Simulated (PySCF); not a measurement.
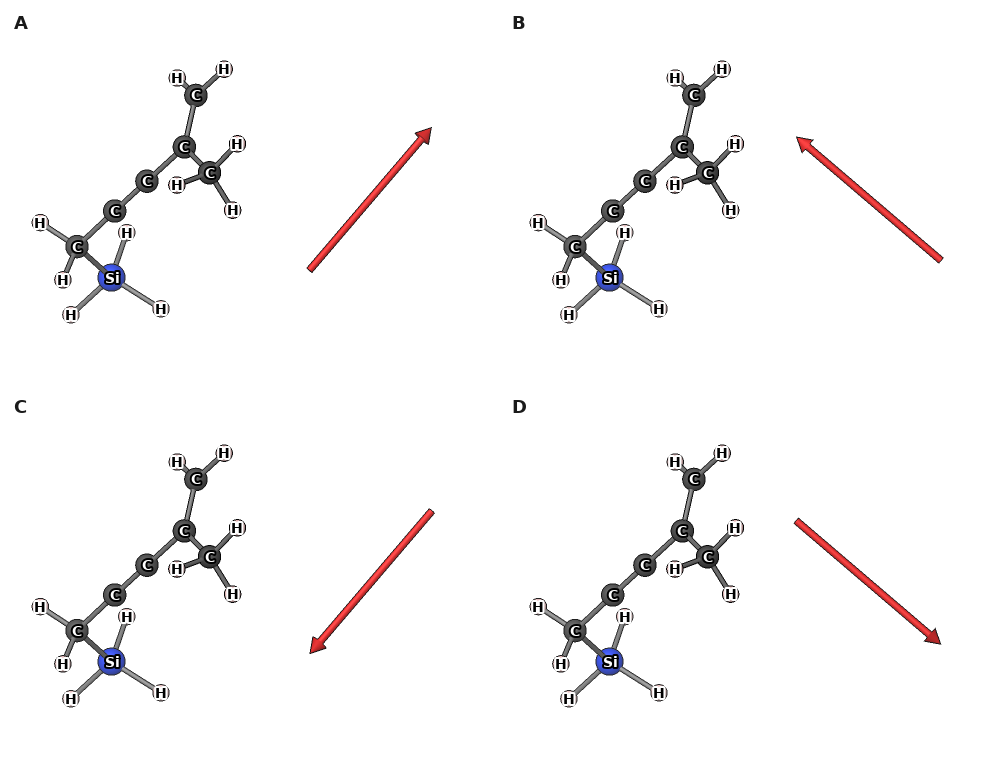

The same molecule four times, each with an arrow. Computed geometry: GFN2-xTB optimisation. No frequency run is at hand to confirm it as a minimum. Level of theory: PBE0/def2-SVPD, gas phase (PySCF 2.14.0).

**Which arrow points along the dipole moment, from the negative to the positive end?**

C. The dipole moment is 0.67 D.

The geometry is semi-empirical. Around Si such bond lengths and angles can be off by a tenth of an ångström or more and by several degrees, and values that hang on the shape move with them.
